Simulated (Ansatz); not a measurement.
## Fields on a plane of Ag (hcp, Mg type)

```xyz
2
Lattice="2.9027 0.0000 0.0000 -1.4514 2.5138 0.0000 0.0000 0.0000 4.7501" Properties=species:S:1:pos:R:3 pbc="T T T"
Ag     0.0000     1.6759     1.1875
Ag     1.4514     0.8379     3.5626
```

The slice is a (1 -1 0 0) plane (indices of the conventional cell) through the point (0.667, 0.333, 0.750) (fractional), spanned by u = [110] and v = [001] in vectors of this cell: u (2.90 Å) and v (4.75 Å, at 90° to u). It covers one period; positions are fractions (u, v).

Atoms on it: Ag at (0.00, 0.00). Other atoms lie within 1 Å of the plane.

Method: r2SCAN (plane waves to 500 eV, PAW, scalar-relativistic; Ansatz, an electronic-structure program). k mesh 18×18×10. Near the nuclei the fields are pseudised (PAW); where an atom keeps semicore shells as valence, they peak there. Ag was relaxed with its symmetry unable to fall. This is one of several known forms of Ag; the measured ambient cells at hand have space group No. 225.

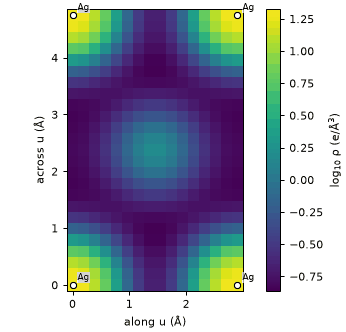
Figure. Log₁₀ of the valence density in e/Å³, one period of the plane, atoms marked. The scale is logarithmic, as a density can span decades between atoms and voids.

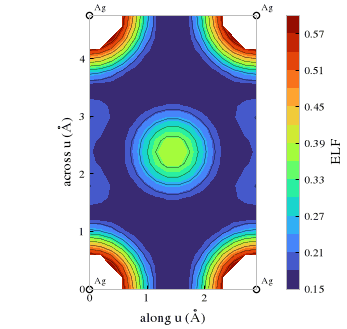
Figure: Electron localisation function (ELF), one period of the plane, atoms marked. Points within 0.5 Å of a nucleus are left white, as the pseudised field means little there.

* **Density on the Ag–Ag line (2.90 Å) at its midpoint**: 0.21 e/Å³
* **ELF at that point**: 0.2
